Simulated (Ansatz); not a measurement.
# One shape, several levels: H2S2 (SMILES SS)

We compute a comparison of 6 runs (BHLYP/STO-3G, BLYP/STO-3G, PBE0/STO-3G, MP2/STO-3G, UMP2/STO-3G, CCSDTQ/STO-3G) of H2S2. 

Program for the calculation: Ansatz 0.2.0.

44 further runs of the same task are left out: 10 that didn't finish, 34 set aside as unsound or not needed.

### 1 Starting point

H2S2 has 4 atoms, charge 0, and is taken as a singlet. SMILES: `SS`. The S2–S1 distance was set to 5.115 Å, away from the relaxed value. At this shape a bond of the SMILES string is far longer than usual.

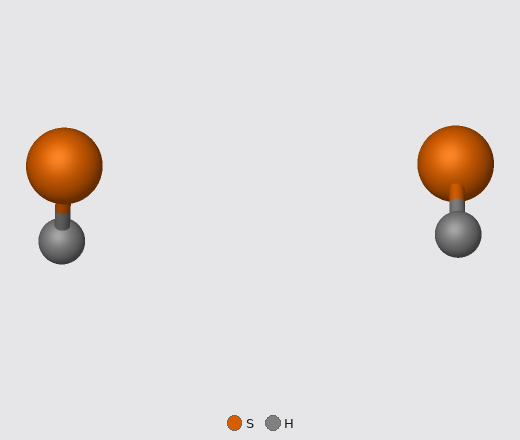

The structure, seen from a chosen angle (sulfur orange, hydrogen grey).

### 2 A single-point energy at BHLYP/STO-3G (run 1)

Contents of run.yaml:

```yaml
crystal:
  periodic: [false, false, false]
  atoms:
    - symbol: S
      position_ang: [1.870870, -3.655365, 0.315685]
    - symbol: S
      position_ang: [0.060220, 1.121560, 0.067360]
    - symbol: H
      position_ang: [0.860970, -4.218745, 1.005875]
    - symbol: H
      position_ang: [-0.619290, 1.020250, -1.090950]
basis:
  gaussian: {orbitals: STO-3G}
hamiltonian: {xc: {name: BHLYP}}
accuracy: high
```

Command:

```bash
$ ansatz run run.yaml --threads 1 --pin off --max-ram 3480MiB --events-out events.jsonl --progress --plain --runs-dir runs
```

The log of the run:

```text
Warning: RAYON_NUM_THREADS=1 ignored (pool sized by the plan → 1); use --threads N
Functional definition: BHLYP
  name "BHLYP"
  parameter a = 0.5
  exchange = (1 - a)*b88_x + a*exact_x
  correlation = lyp_c
295 factors; integrals over basis functions are off by at most 1.5e-8 eV
mean field evaluation 1: about -21456.1197 eV, gradient 7.6e0 eV
mean field evaluation 2: about -21454.0870 eV, gradient 1.7e1 eV
mean field evaluation 4: about -21455.6758 eV, gradient 1.1e1 eV
mean field evaluation 8: about -21456.4229 eV, gradient 2.9e-2 eV
mean field evaluation 16: about -21456.4231 eV, gradient 3.7e-9 eV
mean field evaluation 32: about -21456.3667 eV, gradient 2.3e0 eV
mean field -21456.42308334 eV, -788.5090046266 hartree, gradient 3.7e-9 eV, S^2 0.000000; 4 other end points of the search recorded, 0 dependent functions left out
reference -21456.42310529 eV, -788.5090054336 hartree; 17, 17 occupied and 3, 3 virtual orbitals, 295 factors
Total energy: -21456.42310529 eV, -788.5090054336 hartree
```

It took 1 s on 1 thread of Intel Xeon 6975P-C (Granite Rapids), shared host.

### 3 The energy at BLYP/STO-3G (run 2)

Contents of job.yaml:

```yaml
basis:
  gaussian: {orbitals: STO-3G}
crystal:
  periodic: [false, false, false]
  atoms:
    - {symbol: S, position_ang: [1.870870, -3.655365, 0.315685]}
    - {symbol: S, position_ang: [0.060220, 1.121560, 0.067360]}
    - {symbol: H, position_ang: [0.860970, -4.218745, 1.005875]}
    - {symbol: H, position_ang: [-0.619290, 1.020250, -1.090950]}
accuracy: high
total_charge: 0
hamiltonian: {xc: {name: BLYP}}
```

Command:

```bash
$ ansatz run job.yaml --threads 1 --pin off --max-ram 3480MiB --events-out events.jsonl --progress --plain --runs-dir runs
```

The log of the run:

```text
Warning: RAYON_NUM_THREADS=1 ignored (pool sized by the plan → 1); use --threads N
Functional definition: BLYP
  name "BLYP"
  parameter beta = 0.0042
  parameter a = 0.04918
  parameter b = 0.132
  parameter c = 0.2533
  parameter d = 0.349
  exchange = b88_x(beta = beta)
  correlation = lyp_c(a = a, b = b, c = c, d = d)
295 factors; integrals over basis functions are off by at most 1.5e-8 eV
mean field evaluation 1: about -21455.4964 eV, gradient 3.3e0 eV
mean field evaluation 2: about -21444.3752 eV, gradient 1.4e1 eV
mean field evaluation 4: about -21444.5239 eV, gradient 1.4e1 eV
mean field evaluation 8: about -21455.5394 eV, gradient 1.5e-2 eV
mean field evaluation 16: about -21455.5397 eV, gradient 1.1e-7 eV
mean field evaluation 32: about -21455.4973 eV, gradient 2.8e0 eV
mean field evaluation 64: about -21455.5274 eV, gradient 3.5e-1 eV
mean field evaluation 96: about -21452.7405 eV, gradient 2.0e1 eV
mean field -21455.53969076 eV, -788.4765405482 hartree, gradient 2.7e-8 eV, S^2 0.000000; 7 other end points of the search recorded, 0 dependent functions left out
reference -21455.53973436 eV, -788.4765421505 hartree; 17, 17 occupied and 3, 3 virtual orbitals, 295 factors
Total energy: -21455.53973436 eV, -788.4765421505 hartree
```

Wall time 1.9 s (1 thread of Intel Xeon 6975P-C (Granite Rapids), shared host).

Runs 3 to 5 aren't shown in full; the table further down has their settings and results.

### 4 A single-point energy at CCSDTQ/STO-3G (run 6)

Contents of job.yaml:

```yaml
crystal:
  periodic: [false, false, false]
  atoms:
    - {symbol: S, position_ang: [1.870870, -3.655365, 0.315685]}
    - {symbol: S, position_ang: [0.060220, 1.121560, 0.067360]}
    - {symbol: H, position_ang: [0.860970, -4.218745, 1.005875]}
    - {symbol: H, position_ang: [-0.619290, 1.020250, -1.090950]}
basis:
  gaussian:
    orbitals: STO-3G
magnetization:
  spin_polarized: false
  initial_magnetization: 0
correlation:
  method: ccsdtq
  frozen_orbitals: {H: 0, S: 5}
accuracy: high
scf:
  omitted_lower_state_checks: [cluster_reference, increment]
```

Command:

```bash
$ ansatz run job.yaml --threads 1 --pin off --max-ram 3480MiB --events-out events.jsonl --progress --plain --runs-dir runs
```

The log of the run:

```text
Warning: RAYON_NUM_THREADS=1 ignored (pool sized by the plan → 1); use --threads N
[... 15 lines left out ...]
10 core orbitals not correlated: weight in the atoms' cores, before any rotation towards them, 1.000 or more for the frozen orbitals, at most 0.000 for the correlated occupied ones
[... 224 lines left out ...]
WARN: these amplitudes may be one of several solutions (largest doubles amplitude 1.00, level shift 15.58 eV)
Total energy: -21428.00200503 eV, -787.4645492634 hartree
Checks for a lower state left out: cluster_reference, increment
```

Wall time 5.4 s (1 thread of Intel Xeon 6975P-C (Granite Rapids), shared host).

### 5 The series

```csv
run,level,frozen core orbitals,energy (Eh),wall time
1,BHLYP/STO-3G,–,-788.509005,1 s
2,BLYP/STO-3G,–,-788.476542,1.9 s
3,PBE0/STO-3G,–,-788.261413,1.7 s
4,MP2/STO-3G,10,-787.478120,0.24 s
5,UMP2/STO-3G,10,-787.449116,0.7 s
6,CCSDTQ/STO-3G,10,-787.464549,5.4 s
```

### 6 Summary of results

```
                                           quantity          value
                                run 6: total energy  -787.46455 Eh
run 6: correlation energy (10 core orbitals frozen)     -271.8 mEh
                               run 6: T1 diagnostic          0.183
```

In words: Totals of different functionals can't be ranked against each other. In runs 4, 6 the log says that unrestricted orbitals would lower the reference, so the values rest on an unstable closed-shell determinant (other closed-shell runs at this shape may share the fault). In runs 1, 2, 3, 4, 5, 6 the basis is minimal, so the values are rough. In runs 1, 2, 3, 4 a closed-shell determinant meets a far-stretched bond, which it describes badly. Spin contamination of the reference: run 5 ⟨S²⟩ = 1.01. Where it is this large, the reference is a mixture of spin states, and values that rest on it are in doubt. All runs together took 11 s, the longest 5.4 s.
